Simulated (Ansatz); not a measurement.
Run report: C2H8Si, saddle-point search

System: C2H8Si.
Method: RKS PBE0-D4/def2-TZVP (Ansatz 0.2.0).

The geometry is a guess of a transition state. The reaction was set up to form C2–H4 and to break Si1–C2 and Si1–H4 (atoms counted from 1 in the order of the input); sticks are drawn by distance alone. Figures and captions count atoms from 1; the log counts them from 0 in places.

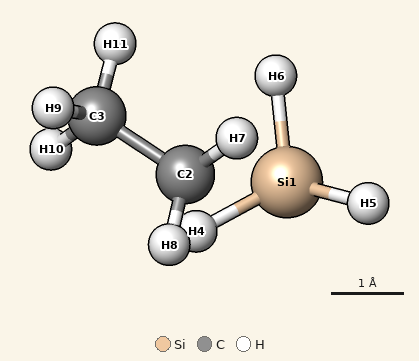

Figure 1. The starting structure (ball-and-stick view, seen at a tilt; atoms are numbered from 1 in the order of the input). Bond lengths as drawn: C–C 1.51 Å, C–H 1.10 Å and H–Si 1.50 to 1.51 Å.

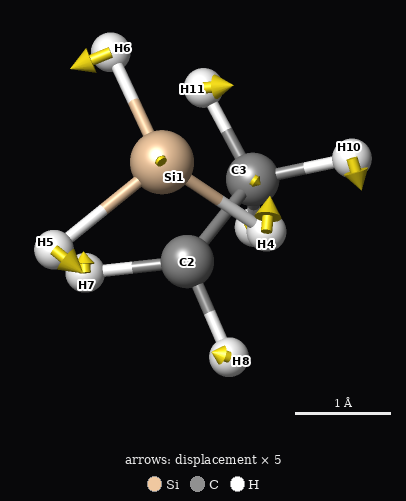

Figure 2. The starting structure with the displacements as yellow arrows, magnified 5 times (ball-and-stick view, seen at an oblique angle). The two geometries are laid on each other by the best rigid fit. The atom that moves furthest after the best rigid fit is H6 (0.093 Å). Largest moves by element: H 0.093 Å, C 0.020 Å, Si 0.017 Å. Among the contacts that change: C2–H7 1.096 → 1.087 Å, Si1–H5 1.498 → 1.490 Å, Si1–H4 1.510 → 1.502 Å. (Atoms are counted from 1 in the order of the input.)

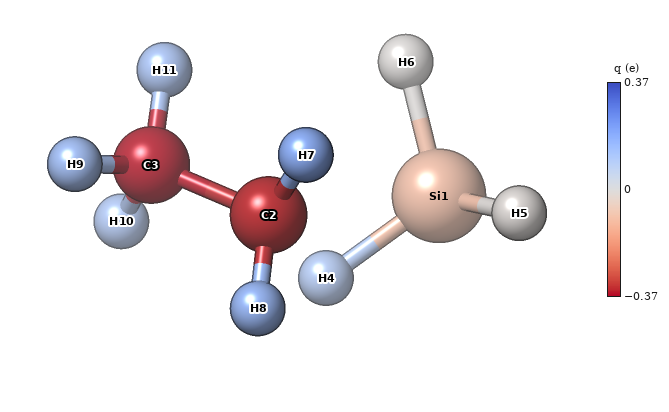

Figure 3. Mulliken charges, as the colour of each atom (ball-and-stick view, seen at a tilt; atoms are numbered from 1 in the order of the input). By element: Si −0.12, C −0.35 to −0.34 and H −0.01 to +0.17 e.

The input that produced these results follows, with the program's output.

## The input
```yaml
crystal:
  periodic: [false, false, false]
  atoms:
    - {symbol: Si, position_ang: [-1.412760, 1.244344, 0.414401]}
    - {symbol: C, position_ang: [0.481378, 0.235676, -0.344375]}
    - {symbol: C, position_ang: [0.469098, -1.262443, -0.153970]}
    - {symbol: H, position_ang: [-0.972558, 0.497312, -0.822034]}
    - {symbol: H, position_ang: [-0.662558, 2.532479, 0.562064]}
    - {symbol: H, position_ang: [-1.226480, 0.445444, 1.665653]}
    - {symbol: H, position_ang: [1.143170, 0.758352, 0.356257]}
    - {symbol: H, position_ang: [0.768880, 0.537553, -1.363183]}
    - {symbol: H, position_ang: [1.439918, -1.701190, -0.439425]}
    - {symbol: H, position_ang: [-0.302601, -1.753382, -0.769516]}
    - {symbol: H, position_ang: [0.274616, -1.534145, 0.894028]}
basis:
  gaussian: {orbitals: def2-TZVP}
hamiltonian: {xc: pbe0, dispersion: d4}
saddle:
  f_tol: 0.01
  max_steps: 150
  mode_guess:
    - [-0.4961, 0.1801, 0.0774]
    - [-0.1257, -0.0627, -0.1884]
    - [-0.0189, -0.0305, -0.0353]
    - [0.6659, -0.0627, 0.2840]
    - [0.0694, -0.0653, 0.0622]
    - [0.1153, 0.0539, -0.0059]
    - [-0.2713, 0.0381, -0.0646]
    - [0.0736, -0.0394, -0.1007]
    - [0.0031, 0.0081, -0.0023]
    - [-0.0033, -0.0508, -0.0110]
    - [-0.0122, 0.0312, -0.0154]
```

## The program's output
```
Functional definition: PBE0
  name "PBE0"
  cite "Adamo & Barone, J. Chem. Phys. 110, 6158 (1999) doi:10.1063/1.478522"
  cite "Perdew, Burke & Ernzerhof, Phys. Rev. Lett. 77, 3865 (1996) doi:10.1103/PhysRevLett.77.3865"
  parent pbe
  parameter a = 0.25
  parameter kappa = 0.804
  parameter beta = 0.06672455060314922
  exchange = (1 - a)*pbe_x(kappa = kappa, mu = beta*pi^2/3) + a*exact_x
  correlation = pbe_c(beta = beta)
980 factors; their error is unknown
mean field evaluation 1: about -10064.7616 eV, gradient 6.0e1 eV
mean field evaluation 2: about -10049.0126 eV, gradient 9.0e1 eV
mean field evaluation 4: about -10073.8402 eV, gradient 8.4e0 eV
mean field evaluation 8: about -10074.0397 eV, gradient 1.3e-1 eV
mean field evaluation 16: about -10074.0590 eV, gradient 1.7e-4 eV
mean field -10074.05904182 eV, -370.2148413445 hartree, gradient 1.8e-5 eV, S^2 0.000000; 0 other end points of the search recorded, 0 dependent functions left out
the calculation of the forces begins
reference -10074.05907275 eV, -370.2148424812 hartree; 17, 17 occupied and 130, 130 virtual orbitals, 980 factors
these checks for a lower state are left out or cut short: stability, starts, cluster_reference, orbital_swaps, neighbouring_geometries, increment
980 factors; their error is unknown
mean field -10074.05960566 eV, -370.2148620652 hartree, gradient 3.0e-6 eV, S^2 0.000000; 0 other end points of the search recorded, 0 dependent functions left out
[... from here on the field's lines of each further geometry are left out, up to the last ...]
saddle step   1: F+E_penalty+E_count = -10074.20994977 eV  max|allowed force component| = 2.828e-1 eV/Å  curvature = -10.2752 eV/Å²  mode residual = 3.17e-1 eV/Å²  Δτ_max = 0.0000 Å  (1 rotations, 3 force calls, 72 SCF iters)  cluster: 3 rotations left out, max|force component along them| = 4.085e-8 eV/Å
saddle step   2: F+E_penalty+E_count = -10074.21868486 eV  max|allowed force component| = 5.878e-2 eV/Å  curvature = -10.2754 eV/Å²  mode residual = 3.10e-1 eV/Å²  Δτ_max = 0.0123 Å  (1 rotations, 3 force calls, 77 SCF iters)  cluster: 3 rotations left out, max|force component along them| = 4.256e-8 eV/Å
saddle step   3: F+E_penalty+E_count = -10074.21893123 eV  max|allowed force component| = 3.505e-2 eV/Å  curvature = -10.2842 eV/Å²  mode residual = 2.67e-1 eV/Å²  Δτ_max = 0.0073 Å  (1 rotations, 3 force calls, 77 SCF iters)  cluster: 3 rotations left out, max|force component along them| = 4.214e-8 eV/Å
saddle step   4: F+E_penalty+E_count = -10074.21916557 eV  max|allowed force component| = 1.842e-2 eV/Å  curvature = -10.2836 eV/Å²  mode residual = 1.90e-1 eV/Å²  Δτ_max = 0.0038 Å  (1 rotations, 3 force calls, 77 SCF iters)  cluster: 3 rotations left out, max|force component along them| = 4.205e-8 eV/Å
saddle step   5: F+E_penalty+E_count = -10074.21926375 eV  max|allowed force component| = 1.361e-2 eV/Å  curvature = -10.2956 eV/Å²  mode residual = 2.01e-1 eV/Å²  Δτ_max = 0.0032 Å  (1 rotations, 3 force calls, 78 SCF iters)  cluster: 3 rotations left out, max|force component along them| = 4.181e-8 eV/Å
saddle step   6: F+E_penalty+E_count = -10074.21934926 eV  max|allowed force component| = 1.229e-2 eV/Å  curvature = -10.3178 eV/Å²  mode residual = 1.51e-1 eV/Å²  Δτ_max = 0.0052 Å  (1 rotations, 3 force calls, 77 SCF iters)  cluster: 3 rotations left out, max|force component along them| = 4.188e-8 eV/Å
saddle step   7: F+E_penalty+E_count = -10074.21943082 eV  max|allowed force component| = 1.348e-2 eV/Å  curvature = -10.3502 eV/Å²  mode residual = 1.79e-1 eV/Å²  Δτ_max = 0.0091 Å  (1 rotations, 3 force calls, 77 SCF iters)  cluster: 3 rotations left out, max|force component along them| = 4.201e-8 eV/Å
saddle step   8: F+E_penalty+E_count = -10074.21947120 eV  max|allowed force component| = 8.356e-3 eV/Å  curvature = -10.3545 eV/Å²  mode residual = 1.31e-1 eV/Å²  Δτ_max = 0.0029 Å  (1 rotations, 6 force calls, 144 SCF iters)  cluster: 3 rotations left out, max|force component along them| = 4.196e-8 eV/Å
saddle step   9: F+E_penalty+E_count = -10074.21958639 eV  max|allowed force component| = 7.129e-3 eV/Å  curvature = -10.3128 eV/Å²  mode residual = 1.34e-1 eV/Å²  Δτ_max = 0.0123 Å  (1 rotations, 5 force calls, 121 SCF iters)  cluster: 3 rotations left out, max|force component along them| = 4.359e-8 eV/Å
saddle step  10: F+E_penalty+E_count = -10074.21963684 eV  max|allowed force component| = 4.678e-3 eV/Å  curvature = -10.3297 eV/Å²  mode residual = 1.20e-1 eV/Å²  Δτ_max = 0.0054 Å  (1 rotations, 5 force calls, 121 SCF iters)  cluster: 3 rotations left out, max|force component along them| = 4.411e-8 eV/Å
saddle step  11: F+E_penalty+E_count = -10074.21968481 eV  max|allowed force component| = 8.501e-3 eV/Å  curvature = -10.3170 eV/Å²  mode residual = 1.16e-1 eV/Å²  Δτ_max = 0.0065 Å  (1 rotations, 6 force calls, 143 SCF iters)  cluster: 3 rotations left out, max|force component along them| = 4.480e-8 eV/Å
saddle step  12: F+E_penalty+E_count = -10074.21974958 eV  max|allowed force component| = 5.500e-3 eV/Å  curvature = -10.3301 eV/Å²  mode residual = 1.35e-1 eV/Å²  Δτ_max = 0.0082 Å  (1 rotations, 6 force calls, 143 SCF iters)  cluster: 3 rotations left out, max|force component along them| = 4.615e-8 eV/Å
saddle step  13: F+E_penalty+E_count = -10074.21978826 eV  max|allowed force component| = 6.867e-3 eV/Å  curvature = -10.3152 eV/Å²  mode residual = 1.05e-1 eV/Å²  Δτ_max = 0.0058 Å  (1 rotations, 6 force calls, 143 SCF iters)  cluster: 3 rotations left out, max|force component along them| = 4.652e-8 eV/Å
saddle step  14: F+E_penalty+E_count = -10074.21982710 eV  max|allowed force component| = 4.648e-3 eV/Å  curvature = -10.3259 eV/Å²  mode residual = 1.22e-1 eV/Å²  Δτ_max = 0.0062 Å  (1 rotations, 7 force calls, 165 SCF iters)  cluster: 3 rotations left out, max|force component along them| = 4.755e-8 eV/Å
saddle step  15: F+E_penalty+E_count = -10074.21992910 eV  max|allowed force component| = 7.195e-3 eV/Å  curvature = -10.3001 eV/Å²  mode residual = 2.22e-1 eV/Å²  Δτ_max = 0.0272 Å  (1 rotations, 13 force calls, 296 SCF iters)  cluster: 3 rotations left out, max|force component along them| = 5.304e-8 eV/Å
saddle search: the force at step 16 is within saddle.f_tol, and the search now checks the order of the point unasked, as it does wherever a lone molecule whose rigid rotations it leaves out would converge (saddle.isolated_cluster): at most 100 rotations across the mode and 202 force calls, two more next to a line or behind a second negative curvature, two more where it reads a positive, two for each turn that reads one and six more at each negative that it reads, and up to 22 at one that stands (24 where saddle.amplitude is under 0.005 Å), over each length that the point is read over (saddle.order_check: false declines the check)
saddle search: the rotation starts from a random direction (saddle.seed = 0)
the calculation of the forces begins
reference -10074.06686088 eV, -370.2151286896 hartree; 17, 17 occupied and 130, 130 virtual orbitals, 980 factors
980 factors; their error is unknown
mean field -10074.06936296 eV, -370.2152206392 hartree, gradient 1.3e-5 eV, S^2 0.000000; 1 other end points of the search recorded, 0 dependent functions left out
the calculation of the forces begins
reference -10074.06939376 eV, -370.2152217712 hartree; 17, 17 occupied and 130, 130 virtual orbitals, 980 factors
saddle step  16: F+E_penalty+E_count = -10074.21995436 eV  max|allowed force component| = 1.142e-3 eV/Å  curvature = -10.3573 eV/Å² (error put at 0.0022; -10.3594 at half of saddle.amplitude)  mode residual = 1.92e-1 eV/Å²  Δτ_max = 0.0111 Å  (1 rotations, 43 force calls, 955 SCF iters)  order check (unasked): unresolved, curvature across the mode = +0.0434 eV/Å² (34 force calls)  cluster: 3 rotations left out, max|force component along them| = 5.231e-8 eV/Å
saddle search: converged; its order check could not tell the order of the point: after 29 rotations it read +0.043 eV/Å² across the mode with a residual of 9.77e-2 eV/Å², and holds the second-lowest curvature to +0.043 eV/Å² at the most. That shows no second curvature under the negative of saddle.curvature_tol, and does not show that there is none
Total energy: -10074.21998516 eV, -370.2207559030 hartree
Atom 0 at    -1.408125     1.237951     0.429289 Å, force     0.000766    -0.000035     0.000491 eV/Å
Atom 1 at     0.482425     0.235194    -0.329572 Å, force    -0.001058    -0.000668    -0.000095 eV/Å
Atom 2 at     0.466620    -1.264918    -0.173937 Å, force    -0.000432    -0.000450     0.000224 eV/Å
Atom 3 at    -0.994500     0.435766    -0.771921 Å, force     0.000044     0.000120     0.000394 eV/Å
Atom 4 at    -0.671793     2.531685     0.482347 Å, force    -0.000352    -0.000676    -0.000118 eV/Å
Atom 5 at    -1.167267     0.507140     1.703180 Å, force    -0.000223     0.000458    -0.000539 eV/Å
Atom 6 at     1.123892     0.735045     0.391049 Å, force     0.000377     0.000172     0.000260 eV/Å
Atom 7 at     0.767259     0.563983    -1.330241 Å, force     0.000177     0.000108    -0.000281 eV/Å
Atom 8 at     1.444818    -1.689626    -0.419873 Å, force    -0.000394    -0.000049     0.000105 eV/Å
Atom 9 at    -0.268837    -1.737755    -0.830838 Å, force     0.001018     0.000681     0.000701 eV/Å
Atom 10 at     0.225611    -1.554466     0.850417 Å, force     0.000076     0.000339    -0.001142 eV/Å
Dipole moment:     0.315957    -0.152278    -0.064053 e Å
```

## Key numbers

| quantity | value |
| --- | --- |
| outcome | converged |
| total energy | −10074.2200 eV |
| mean-field energy | −10074.0694 eV |
| dispersion energy | −0.1506 eV |
| largest force (length of the vector) at the end | 0.001 eV/Å |
| dipole moment | 1.71 D |
| hardware | 2 CPU threads, shared host |
| wall time | 95 s (CPU time 3 min) |
| peak memory | 0.32 GiB |

## Notes

The program could not tell the order of the saddle point.
